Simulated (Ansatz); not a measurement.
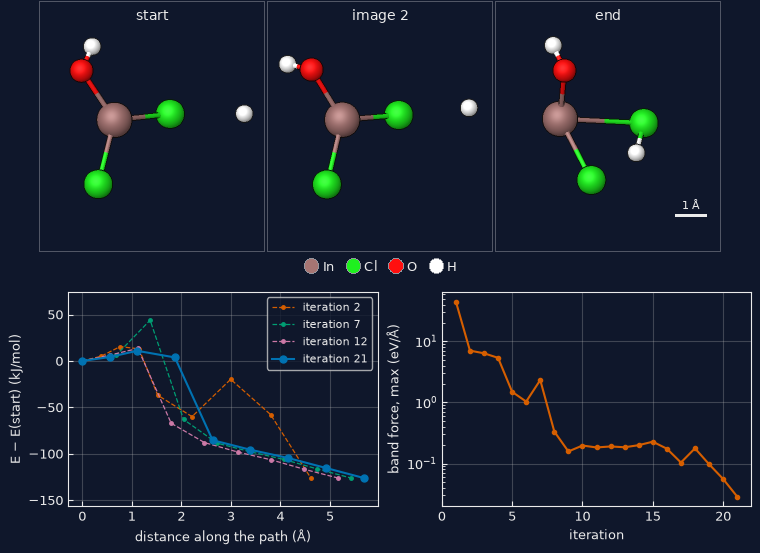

A nudged-elastic-band calculation for InH2OCl2 (multiplicity 2), made up at the start of InHOCl2 and H. Images are numbered from 0 (start) to 8 (end). The plot follows the band through its iterations. A ball-and-stick model, seen at a tilt.

Theory: Ansatz, UKS r2SCAN-D4/def2-SVP. Settings: 7 movable images; climbing image; force threshold 0.03 eV/Å; iteration limit 60; starting path through a guess of the saddle point.

**Did the band converge, and can the barrier be trusted?**

The result is final at these settings. The band converged in 21 iterations. The largest component of the band force went from 45 to 0.029 eV/Å. The climbing image converged on the top of the path. Its vibrational analysis gives one imaginary mode (293i cm⁻¹), as a transition state must have. The first iteration put the highest image at 982.0 kJ/mol. Forward barrier 11.0 kJ/mol, backward barrier 137.0 kJ/mol, with image 2 at the top; the reaction energy is −126.0 kJ/mol.

Limits of the set-up: the start holds two separate molecules, 2.6 Å apart at their closest, whose relative position is a soft coordinate.

Cost: 6 min on 4 threads of Intel(R) Xeon(R) CPU @ 2.80GHz (Skylake/Cascade Lake), with other jobs on the host, peak memory 0.27 GiB.
